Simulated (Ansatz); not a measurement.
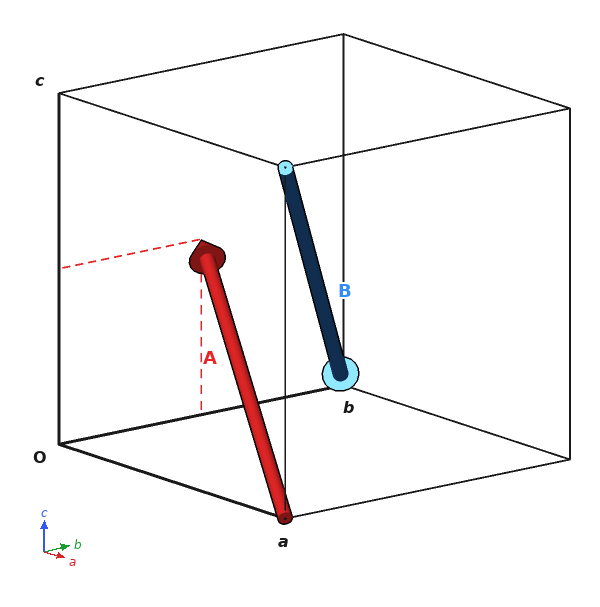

Each arrow starts at a corner of the unit cell and ends on its surface; where a tip isn't a corner, dashed lines run from it parallel to the axes. Crystal: GaSb, the end point of a relaxation with DFT, PBE, PAW with Ansatz's default frozen-core files, scalar-relativistic in Ansatz; the starting structure was generated, so it need not be a known form of this composition. Geometry calculated from the standardised cell; symmetry tolerance 0.002 Å.

a = 6.216 Å, b = 6.216 Å, c = 6.216 Å, α = 90.00°, β = 90.00°, γ = 90.00°.

Q: Give [uvw] of each arrow.

A: Arrow A runs from (1, 0, 0) to (0, 1/2, 1/2), so [−2 1 1]; Arrow B runs from (1, 0, 1) to (0, 1, 0), so [−1 1 −1].

Q: How long is the vector ua + vb + wc in each case, and what angles do the directions make?

A: A 15.226 Å; B 10.767 Å. A–B: 61.9°.
